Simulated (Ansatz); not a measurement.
Consider W2IF.

```yaml
crystal:
  lattice:
    - [3.82044, 0.00000, 0.00000]
    - [0.00000, 3.82044, 0.00000]
    - [0.00000, 0.00000, 4.78035]
  atoms:
    - { symbol: W, position: [0.00000, 0.50000, 0.00000] }
    - { symbol: W, position: [0.50000, 0.00000, 0.00000] }
    - { symbol: I, position: [0.50000, 0.50000, 0.50000] }
    - { symbol: F, position: [0.00000, 0.00000, 0.50000] }
```

Space group P4/mmm; a structure generated by program, which may or may not match a known phase.

Method: Ansatz 0.2.0, DFT PBE, scalar-relativistic, plane waves, PAW.

What will maps of the valence pseudo-density and electron localisation function show?

Answer. W–W (2.70 Å): ρ at the midpoint is about 0.48 e/Å³; the ELF is about 0.45 at the midpoint.
I–F (2.70 Å): the density is about 0.24 e/Å³ at the midpoint, with its minimum of 0.2 e/Å³ about 1.5 Å from I; the ELF is about 0.20 at the midpoint and 0.10 at its lowest between the atoms: no shared electron pair shows on this line.
W–I (3.06 Å): ρ is about 0.27 e/Å³ halfway; the ELF is about 0.35 at the midpoint.
W–F (3.06 Å): the density is about 0.12 e/Å³ at the midpoint; the ELF is about 0.10 at the midpoint (no shared electron pair shows on this line).

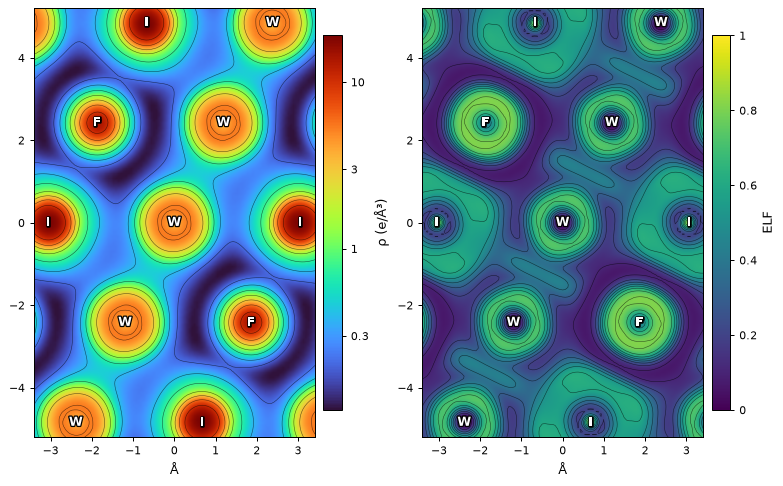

Computed valence pseudo-density and electron localisation function on the (111) plane of the conventional cell, in this order. 

The density is the valence pseudo-density of a PAW calculation; it isn't the true density close to the nuclei.
